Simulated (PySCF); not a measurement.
# C3H11NSi: what the fields show

The calculation's input:

```
{"job": {"kind": "nmr", "xc": "PBE0", "basis": "pcSseg-1"}, "charge": 0, "multiplicity": 1}
C      2.244120    -0.099489    -0.503317
Si     0.873089    -0.447308     0.756170
N     -0.644202    -0.120112     0.011323
C     -0.862564     1.018122    -0.846802
C     -1.865057    -0.570080     0.628871
H      3.169442    -0.558853    -0.171880
H      2.436013     0.962892    -0.619892
H      2.006179    -0.506627    -1.481224
H      0.818003    -1.871373     1.105912
H      1.161478     0.330703     1.979847
H      0.069118     1.308110    -1.323427
H     -1.254641     1.879193    -0.290128
H     -1.589752     0.761926    -1.623831
H     -2.292913     0.192262     1.291886
H     -2.606051    -0.807173    -0.140230
H     -1.669861    -1.463249     1.215310
```

Launched as:

```sh
OMP_NUM_THREADS=1 python probes_run.py task.json out
```

Geometry: GFN2-xTB.

All numbers below come from PBE0/pcSseg-1, SCF density, gas phase, non-relativistic in PySCF.

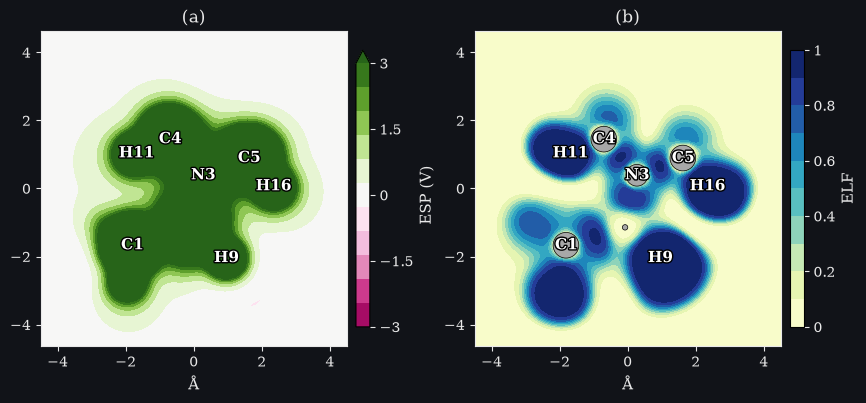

Figure 1. (a) molecular electrostatic potential; (b) ELF on the plane of atoms N3, C5 and H16. Grey discs cover the atomic cores in the ELF map.

Question: What do the fields say about this system?

Answer:
- Atoms in the plane: C, N and H.
- C–N (1.44 Å): the ELF peaks at about 0.90 between the atoms, as expected for a covalent bond.
- C–H (1.09 Å): the ELF climbs to about 1 towards the hydrogen, as it does in any bond to H; a covalent bond by its length.
- The potential has no marked negative region in this plane.

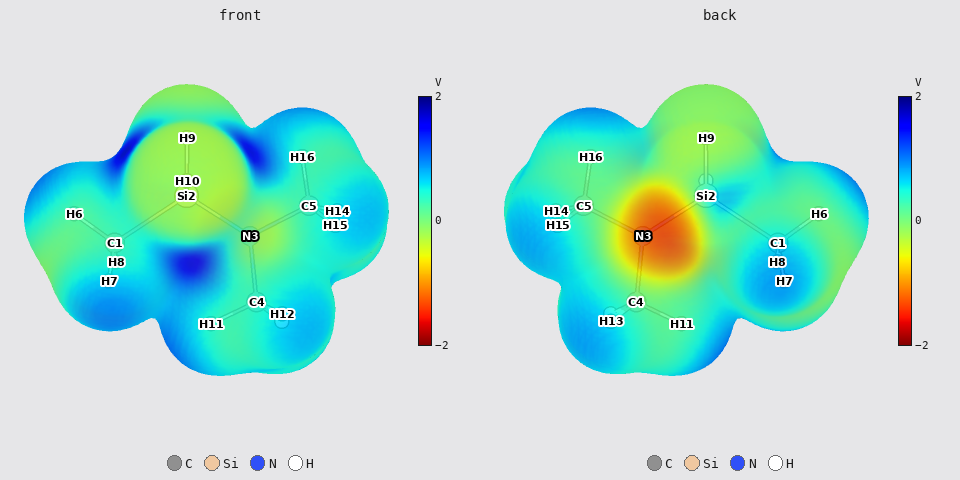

Figure 2. The molecular electrostatic potential painted on the density surface at 0.004 e/bohr³, seen from the front and from behind; red is negative and blue positive.

Question: Which sites attract a positive test charge, and which a negative one?

Answer: A positive charge is drawn to the negative regions and a negative charge to the positive ones. The most negative region (about −1.3 V) lies over N3, the most positive (about +1.6 V) over Si2. N3 is the likeliest acceptor of a hydrogen bond.

Question: What dipole moment does the calculation give?

Answer: Its dipole moment is 0.77 D.
